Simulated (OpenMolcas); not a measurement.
Run report: GeCl2, excited-state calculation (part 1 of 4)

GeCl2, multiplicity 3, computed with CASPT2/ANO-R2, sfX2C (OpenMolcas 26.06).

The geometry is that of the parent species in another charge or spin state. The geometry comes from this level: GFN2-xTB.

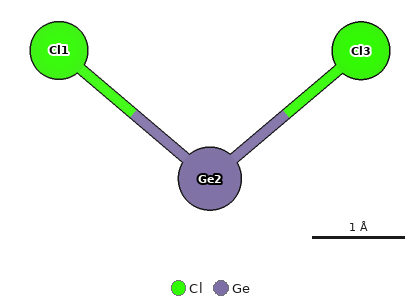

Figure 1. The structure as given in the input (ball-and-stick view, seen at a tilt; atoms are numbered from 1 in the order of the input). Sticks mark near contacts. Bond lengths as drawn: Cl–Ge 2.16 Å.

### Summary

- outcome: converged
- total energy: −3019.403872 hartree
- CASSCF energy: −3018.913115 hartree
- basis functions: 149
- hardware: 1 thread of Arm Neoverse V1, 24 GiB of memory available, shared host
- wall time: 63 s
- peak memory: 0.42 GiB

### The input
```
* Cl2Ge CASPT2
&GATEWAY
COORD
3
angstrom
Cl      -0.027050      -1.660590       0.417960
Ge      -0.424410       0.059170      -0.826580
Cl       0.451450       1.601420       0.408620
BASIS=ANO-R2
GROUP=NoSym
RICD
&SEWARD
&RASSCF
FILEORB=$CurrDir/step2.RasOrb
SPIN=3
NACTEL=4 0 0
INACTIVE=31
RAS2=3
CIROOT=3 3 1
ORBLISTING=Nothing
&CASPT2
XMULTISTATE=all
DWMS=1
DWTYPE=2
IPEA=0
```

Command:
```bash
export MOLCAS_MEM=1860
pymolcas step3.input > step3.log
```

### Log
```
--- Start Module: gateway ---

                                              &GATEWAY

                       available to each process: 1.9 GB of memory, 1 thread

++    Symmetry information:
      ---------------------

                    Character Table for C1

                             E
                    a        1  x, y, xy, Rz, z, xz, Ry, yz, Rx, I
--

++    Basis set information:
      ----------------------

      Basis set label: CL.ANO-R...5S4P3D1F.

      Electronic valence basis set:
      ------------------
      Associated Effective Charge  17.000000 au
      Associated Actual Charge     17.000000 au
      Nuclear Model: Finite nucleus - Gaussian distribution
        Gaussian exponent, Xi/bohr**(-2):  3.84638E+08

      Shell  nPrim  nBasis  Cartesian Spherical Contaminant
         s      17       5        X
         p      11       4        X
         d       7       3                 X
         f       5       1                 X

      Basis set label: GE.ANO-R...6S5P4D3F1G.

      Electronic valence basis set:
      ------------------
      Associated Effective Charge  32.000000 au
      Associated Actual Charge     32.000000 au
      Nuclear Model: Finite nucleus - Gaussian distribution
        Gaussian exponent, Xi/bohr**(-2):  2.52356E+08

      Shell  nPrim  nBasis  Cartesian Spherical Contaminant
         s      20       6        X
         p      15       5        X
         d       9       4                 X
         f       6       3                 X
         g       4       1                 X

      Basis set label: CL.ANO-R...5S4P3D1F.

      Electronic valence basis set:
      ------------------
      Associated Effective Charge  17.000000 au
      Associated Actual Charge     17.000000 au
      Nuclear Model: Finite nucleus - Gaussian distribution
        Gaussian exponent, Xi/bohr**(-2):  3.84638E+08

      Shell  nPrim  nBasis  Cartesian Spherical Contaminant
         s      17       5        X
         p      11       4        X
         d       7       3                 X
         f       5       1                 X
--

++    Molecular structure info:
      -------------------------

                    ************************************************
                    **** Cartesian Coordinates / bohr, angstrom ****
                    ************************************************

     Center  Label                x              y              z                     x              y              z
        1      CL1             -0.051117      -3.138060       0.789830             -0.027050      -1.660590       0.417960
        2      GE2             -0.802019       0.111815      -1.562010             -0.424410       0.059170      -0.826580
        3      CL3              0.853117       3.026245       0.772180              0.451450       1.601420       0.408620

                    ***************************************
                    *    InterNuclear Distances / bohr    *
                    ***************************************

               1 CL1           2 GE2           3 CL3
    1 CL1      0.000000
    2 GE2      4.081261        0.000000
    3 CL3      6.230298        4.084338        0.000000

                    *******************************************
                    *    InterNuclear Distances / angstrom    *
                    *******************************************

               1 CL1           2 GE2           3 CL3
    1 CL1      0.000000
    2 GE2      2.159710        0.000000
    3 CL3      3.296932        2.161339        0.000000
--

            Nuclear Potential Energy            312.87006678 au

--- Stop Module: gateway /rc=_RC_ALL_IS_WELL_ ---
--- Module gateway spent 6 seconds ---

--- Start Module: seward ---

                                              &SEWARD

                       available to each process: 1.9 GB of memory, 1 thread

               SEWARD will generate:
                  Multipole Moment integrals up to order  2
                  Kinetic Energy integrals
                  Nuclear Attraction integrals (finite nuclei - Gaussian type)
                  One-Electron Hamiltonian integrals
                  Velocity integrals
                  Relativistic X2C integrals
                  Orbital angular momentum around ( -0.2172   0.0303  -0.4229 )
                  Velocity quadrupole around ( -0.2172   0.0303  -0.4229 )
                  Atomic mean-field integrals
                  RI decomposed two-electron repulsion integrals stored Cholesky style
                   - acCD auxiliary basis
                   - CD Threshold:   1.00E-04

                   Integrals are discarded if absolute value <: 1.00E-14
                   Integral cutoff threshold is set to       <: 1.00E-16

            Nuclear Potential Energy            312.87006678 au

      Basis set specifications :
      Symmetry species         a
      Basis functions          149

--- Stop Module: seward /rc=_RC_ALL_IS_WELL_ ---
--- Module seward spent 11 seconds ---

--- Start Module: rasscf ---

                                              &RASSCF

                       available to each process: 1.9 GB of memory, 1 thread

      Header of the ONEINT file:
      --------------------------

      OrdInt status: non-squared

      Cartesian coordinates in angstrom:
      -----------------------------------------------------
      No.  Label        X            Y            Z
      -----------------------------------------------------
       1   CL1       -0.02705000  -1.66059000   0.41796000
       2   GE2       -0.42441000   0.05917000  -0.82658000
       3   CL3        0.45145000   1.60142000   0.40862000
      -----------------------------------------------------
      Nuclear repulsion energy =  312.87006678

++    Wave function specifications:
      -----------------------------

      Number of closed shell electrons          62
      Number of electrons in active shells       4
      Max number of holes in RAS1 space          0
      Max nr of electrons in RAS3 space          0
      Number of inactive orbitals               31
      Number of active orbitals                  3
      Number of secondary orbitals             115
      Spin quantum number                      1.0
      State symmetry                             1
--

++    Orbital specifications:
      -----------------------

      Symmetry species                           1
                                                 a
      Frozen orbitals                            0
      Inactive orbitals                         31
      Active orbitals                            3
      RAS1 orbitals                              0
      RAS2 orbitals                              3
      RAS3 orbitals                              0
      Secondary orbitals                       115
      Deleted orbitals                           0
      Number of basis functions                149
--

++    CI expansion specifications:
      ----------------------------

      Number of CSFs                             3
      Number of determinants                     3
      Number of root(s) required                 3
      Root chosen for geometry opt.              3
      CI roots used                              1     2     3
      weights                                0.333 0.333 0.333
      highest root included in the CI            3
      max. size of the explicit Hamiltonian      3
--

++    Optimization specifications:
      ----------------------------

      RASSCF algorithm: LK RI/DF
      Maximum number of macro iterations       200
      Maximum number of SX iterations          100
      Threshold for RASSCF energy            1.000E-08
      Threshold for max MO rotation          1.000E-01
      Threshold for max BLB element          1.000E-04
      Level shift parameter                  5.000E-01
      Make Quasi-Newton update
--

      The MO-coefficients are taken from the file:
      step2.RasOrb
      Title: RASSCF average (pseudo-natural) orbitals

      Total molecular charge    0.00

      ************************************************************************************************************************
      *                                            Wave function control section                                             *
      ************************************************************************************************************************

                                         RASSCF iterations: Energy and convergence statistics
                                         ----------------------------------------------------

          iter iter root      energy       change     param      element    value   shift minimum  type update hh:mm:ss
 Nr of preliminary CI iterations:   1
      Total energies have been shifted. Add                -3000.00 au
        1   1    6    0   -18.80449212    0.00E+00  -3.27E-02   28  36 1  4.90E-02*  0.52   0.00    SX    NO    0:00:02
        2   1    5    0   -18.82280239   -1.83E-02*  1.15E-02   31  37 1 -1.88E-02*  0.49   0.00    SX    NO    0:00:01
        3   1    5    0   -18.82436270   -1.56E-03*  5.87E-03   31  37 1 -1.14E-02*  0.49   0.00    SX    NO    0:00:01
        4   1    5    0   -18.82473690   -3.74E-04* -3.56E-03   31  37 1 -7.05E-03*  0.49   0.00    SX    NO    0:00:01
        5   1    5    0   -18.82486016   -1.23E-04* -4.76E-03   31  37 1 -4.71E-03*  0.48   1.24    QN   YES    0:00:01
        6   1    4    0   -18.82493144   -7.13E-05* -1.80E-03   31  37 1 -1.54E-03*  0.48   1.28    QN   YES    0:00:01
        7   1    4    0   -18.82493965   -8.21E-06* -6.93E-04   34  45 1  4.81E-04*  0.48   1.32    QN   YES    0:00:01
        8   1    4    0   -18.82494155   -1.90E-06* -3.16E-04   34  45 1  3.50E-04*  0.48   1.46    LS   YES    0:00:01
        9   1    4    0   -18.82494176   -2.10E-07*  2.71E-04   34  45 1  2.90E-04*  0.48   1.01    QN   YES    0:00:01
       10   1    4    0   -18.82494203   -2.70E-07*  1.66E-04   34  45 1  1.33E-04*  0.48   1.61    LS   YES    0:00:01
       11   1    3    0   -18.82494207   -4.42E-08*  3.89E-05   31  44 1 -6.64E-05   0.48   0.98    QN   YES    0:00:01
       12   1    3    0   -18.82494209   -1.99E-08*  5.83E-05   31  44 1 -3.60E-05   0.48   2.50    LS   YES    0:00:01
       13   1    3    0   -18.82494210   -8.18E-09  -1.74E-05   20 132 1 -2.02E-05   0.48   0.72    QN   YES    0:00:01
      Convergence after 13 iterations
       14   1    3    0   -18.82494210   -3.00E-09  -1.74E-05   34  40 1 -6.93E-06   0.48   0.72    QN   YES    0:00:01

      ************************************************************************************************************************
                                                      Wave function printout:
                       occupation of active orbitals, and spin coupling of open shells (u,d: Spin up or down)
      ************************************************************************************************************************

      Note: transformation to natural orbitals
      has been made, which may change the order of the CSFs.

      printout of CI-coefficients larger than  0.05 for root  1
      energy=   -3018.913115
      conf/sym  111     Coeff  Weight
             1  2uu   0.96346 0.92825
             2  u2u  -0.18688 0.03493
             3  uu2  -0.19190 0.03683

      printout of CI-coefficients larger than  0.05 for root  2
      energy=   -3018.883038
      conf/sym  111     Coeff  Weight
             1  2uu  -0.19638 0.03856
             2  u2u  -0.98002 0.96044

      printout of CI-coefficients larger than  0.05 for root  3
      energy=   -3018.678673
      conf/sym  111     Coeff  Weight
             1  2uu   0.18217 0.03319
             2  u2u  -0.06807 0.00463
             3  uu2   0.98091 0.96218

      Natural orbitals and occupation numbers for root  1
      sym 1:   2.000000   1.000000   1.000000

      Natural orbitals and occupation numbers for root  2
      sym 1:   1.000000   2.000000   1.000000

      Natural orbitals and occupation numbers for root  3
      sym 1:   1.000000   1.000000   2.000000

      ************************************************************************************************************************
      *                                                    Final results                                                     *
      ************************************************************************************************************************

++    Final optimization conditions:
      ------------------------------

      Average CI energy                           -3018.82494210
      RASSCF energy for state  3                  -3018.67867273
      Super-CI energy                                -0.00000000
      RASSCF energy change                           -0.00000000
      Max change in MO coefficients              -1.655E-05
      Max non-diagonal density matrix element    -1.735E-05
      Maximum BLB matrix element                 -6.927E-06
      (orbital pair  34,  40 in symmetry   1)
      Norm of electronic gradient            1.839E-01
--

      Final state energy(ies):
      ------------------------

::    RASSCF root number  1 Total energy:  -3018.91311523
::    RASSCF root number  2 Total energy:  -3018.88303835
::    RASSCF root number  3 Total energy:  -3018.67867273
      Von Neumann Entropy (Root   1) =  1.00000

      Mulliken population analysis for root number:  1
      -----------------------------------------------

++    Molecular charges:
      ------------------

      Mulliken charges per centre
      ---------------------------

                CL1     GE2     CL3
      Total   17.0659 31.8762 17.0579

      N-E     -0.0659  0.1238 -0.0579

      Total electronic charge=   66.000000

      Total            charge=   -0.000000
--

      Expectation values of various properties for root number:  1
      -----------------------------------------------------------

++    Molecular properties:
      ---------------------

      Charge (e):
                      =   -0.0000
      Dipole Moment (debye):
      Origin of the operator (angstrom)=   -0.1149    0.0160   -0.2238
                   X=  3.0612E-01               Y=  1.9313E-02               Z=  5.7869E-01           Total=  6.5495E-01
      Quadrupole Moment (debye*angstrom):
      Origin of the operator (angstrom)=   -0.1149    0.0160   -0.2238
                  XX= -4.3455E+01              XY=  4.3342E-01              XZ= -3.4491E-02              YY= -4.0698E+01
                  YZ=  3.4405E-02              ZZ= -4.3576E+01
      In traceless form (debye*angstrom)
                  XX= -1.3176E+00              XY=  6.5014E-01              XZ= -5.1736E-02              YY=  2.8178E+00
                  YZ=  5.1607E-02              ZZ= -1.5002E+00
--

      Mulliken spin population analysis for root number:  1
      ---------------------------------------------------

++    Molecular charges:
      ------------------

      Mulliken spin population per centre
      ---------------------------

                CL1     GE2     CL3
      Total    0.5703  0.8507  0.5790

      Total electronic spin=    2.000000
--

      LoProp population analysis for root number:  1
      -----------------------------------------------

++    LoProp analysis:
      ----------------

++    Static properties:
      ------------------

      LoProp Charges per center

                   CL1      GE2      CL3
      Nuclear     17.0000  32.0000  17.0000
      Electronic -17.0075 -31.9928 -16.9996

      Total       -0.0075   0.0072   0.0004
--

      Natural Bond Order analysis for root number:  1

++    Natural Bond Order analysis
      ---------------------------
      Based on LoProp computed density
      -------------------------------------------------------------------------------------
      Atom A       Atom B       Bond Order
      -------------------------------------------------------------------------------------
      NBO located      1.000 non-bonded electrons on atom CL1
      NBO located      1.000 non-bonded electrons on atom CL1
      NBO located      1.000 non-bonded electrons on atom CL1
      NBO located      1.000 non-bonded electrons on atom CL1
      NBO located      1.000 non-bonded electrons on atom CL1
      NBO located      0.998 non-bonded electrons on atom GE2
      NBO located      0.998 non-bonded electrons on atom GE2
      NBO located      0.998 non-bonded electrons on atom GE2
      NBO located      0.999 non-bonded electrons on atom GE2
      NBO located      0.999 non-bonded electrons on atom GE2
      NBO located      1.000 non-bonded electrons on atom GE2
      NBO located      1.000 non-bonded electrons on atom GE2
      NBO located      1.000 non-bonded electrons on atom GE2
      NBO located      1.000 non-bonded electrons on atom GE2
      NBO located      1.000 non-bonded electrons on atom GE2
      NBO located      1.000 non-bonded electrons on atom GE2
      NBO located      1.000 non-bonded electrons on atom GE2
      NBO located      1.000 non-bonded electrons on atom GE2
      NBO located      1.000 non-bonded electrons on atom GE2
      NBO located      1.000 non-bonded electrons on atom CL3
      NBO located      1.000 non-bonded electrons on atom CL3
      NBO located      1.000 non-bonded electrons on atom CL3
      NBO located      1.000 non-bonded electrons on atom CL3
      NBO located      1.000 non-bonded electrons on atom CL3
      The remaining    9.337 electrons are to be considered as diffuse
--

--

      Von Neumann Entropy (Root   2) =  1.00000
```
